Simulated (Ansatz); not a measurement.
CsPbI2Br (P4/mmm), computed twice by G0W0.

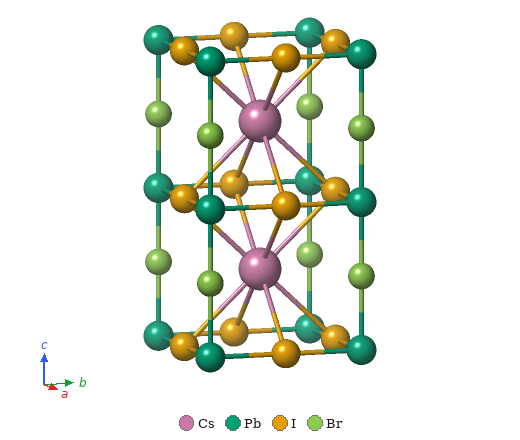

The structure (caesium pink, lead teal, iodine orange, bromine green). 1×1×2 cells are drawn. Some periodic images of atoms are drawn too.

```
Cs Pb I Br
1.0
     6.37530    0.00000    0.00000
     0.00000    6.37530    0.00000
     0.00000    0.00000    5.96222
Cs Pb I Br
1 1 2 1
Direct
  0.50000 0.50000 0.50000
  0.00000 0.00000 0.00000
  0.00000 0.50000 0.00000
  0.50000 0.00000 0.00000
  0.00000 0.00000 0.50000
```

The cell and positions are those that the Materials Project relaxed with its own functionals (PBE, PBE+U or r2SCAN), kept fixed. Spin-orbit coupling is left out unless a run names it.

The first (Ansatz 0.2.0; start PBE, 4×4×4 mesh, 1010 empty bands, screening to 150 eV, PAW set soft_1 files; 1 × NVIDIA H100 80GB HBM3 (shared by 6 runs) with 2 threads of AMD EPYC 7R13 (Zen 3), shared host) gave, on its mesh: starting gap 1.47 eV, G0W0 gap 2.44 eV, RPA ε∞ (mean) 6.29, 2.8 min.

Q: The second changes start from PBE to PBEsol. What does it give?

It gave: starting gap 1.39 eV, G0W0 gap 2.40 eV, RPA ε∞ (mean) 6.67, 1.8 min. The G0W0 gap moves by −0.04 eV, −0.08 eV from the start and +0.04 eV from the correction. Σc changes by −0.03 eV at the valence top and −0.04 eV at the conduction bottom, and Σx − Vxc between them by +0.05 eV.

Limits: not at the basis limit; no spin-orbit coupling.

[Paths, hosts, dates, memory and timing lines, banners, echoed tables and standing remarks are left out of the program output.]

[Logs are printed without paths, hosts, clocks, repeated set-up lines and the standing remarks that a program may print on its own settings, such as how far it seeks lower states.]

[Runs of the session that timed out or met a known fault of the program may be left out.]

[Cells called generated may have been cut or substituted from an entry of the Crystallography Open Database or the Materials Project.]

[Hosts, paths, dates, database ids (printed as entryN), source tags and the programs' standing remarks are cut or masked in the printed files.]
